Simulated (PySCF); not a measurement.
# C6H10: what the fields show

```yaml
atoms:
  - { symbol: C, position_ang: [1.3079, 0.0289, 0.4360] }
  - { symbol: C, position_ang: [0.5502, -1.2606, 0.0871] }
  - { symbol: C, position_ang: [-0.8397, -0.7961, -0.3008] }
  - { symbol: C, position_ang: [-1.5095, 0.2130, 0.5868] }
  - { symbol: C, position_ang: [-0.7612, 0.6736, -0.6309] }
  - { symbol: C, position_ang: [0.6773, 1.1157, -0.4472] }
  - { symbol: H, position_ang: [2.3941, -0.0626, 0.2872] }
  - { symbol: H, position_ang: [1.1624, 0.2758, 1.4995] }
  - { symbol: H, position_ang: [1.0151, -1.7573, -0.7814] }
  - { symbol: H, position_ang: [0.5546, -1.9878, 0.9156] }
  - { symbol: H, position_ang: [-1.4716, -1.4703, -0.8855] }
  - { symbol: H, position_ang: [-2.6003, 0.2622, 0.5456] }
  - { symbol: H, position_ang: [-1.0962, 0.4138, 1.5802] }
  - { symbol: H, position_ang: [-1.3349, 1.0942, -1.4614] }
  - { symbol: H, position_ang: [0.7744, 2.1223, -0.0084] }
  - { symbol: H, position_ang: [1.1698, 1.1443, -1.4340] }
```

Geometry: PBE0-D3(BJ)/def2-SVP.

These are results of WP04/pcSseg-1, SCF density, in a chloroform solvent model, non-relativistic (PySCF 2.14.0), not measurements.

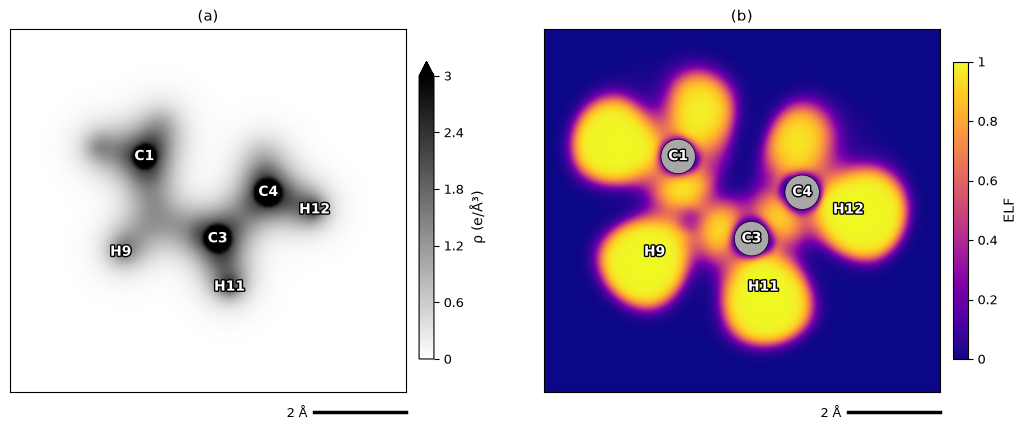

Figure 1. (a) total electron density; (b) electron localisation function on the plane of atoms C3, C4 and H12. Grey discs cover the atomic cores in the ELF map.

Read the bonding off the picture.

Atoms in the plane: C and H. C–C (1.50 Å): the density is about 1.6 e/Å³ at the midpoint; the ELF peaks at about 0.90 between the atoms, as expected for localised, covalent bonding. C–H (1.09 Å): ρ is about 2 e/Å³ halfway; the ELF climbs to about 1 towards the hydrogen, as it does in any bond to H: a covalent bond by its length.

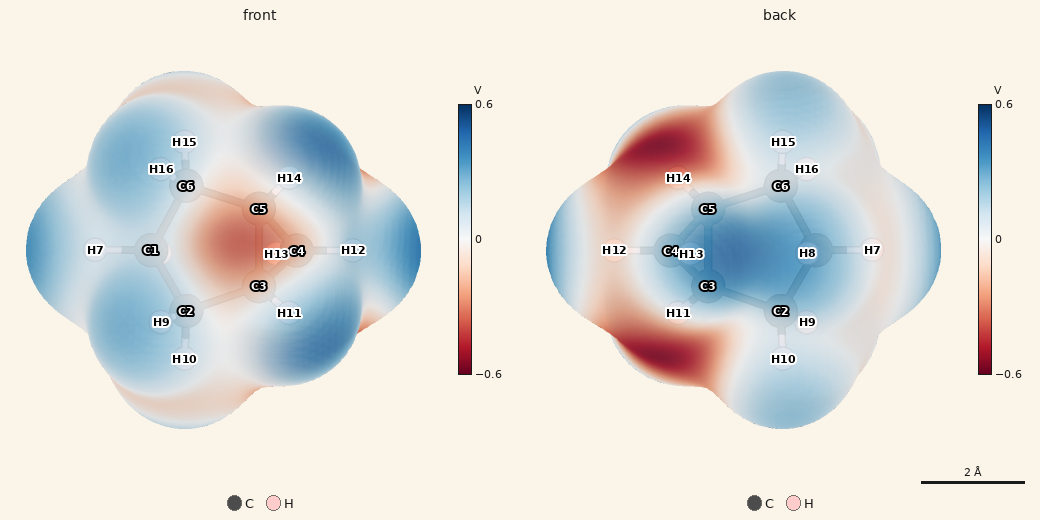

Figure 2. The electrostatic potential painted on the density surface at 0.001 e/bohr³, seen from the front and from behind; red is negative and blue positive.

Where is the surface potential most negative and most positive?

The most negative region (about −0.5 V, or −12 kcal/mol for a unit charge) lies over C3, C4 and C5, the most positive (about +0.4 V, or +9 kcal/mol for a unit charge) over the H atoms.

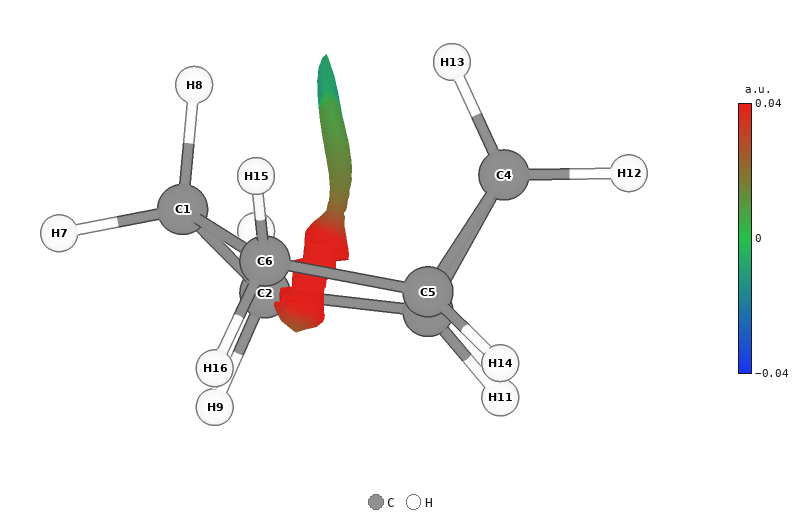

Figure 3. Non-covalent interaction (NCI) plot: the surface where the reduced density gradient is 0.6, for densities under 0.05 a.u., coloured by sign(λ₂)ρ; seen from one side.

What holds or crowds the atoms apart from the covalent bonds?

Inside the ring or cage of C1, C2, C3, C5 and C6: steric crowding (red).
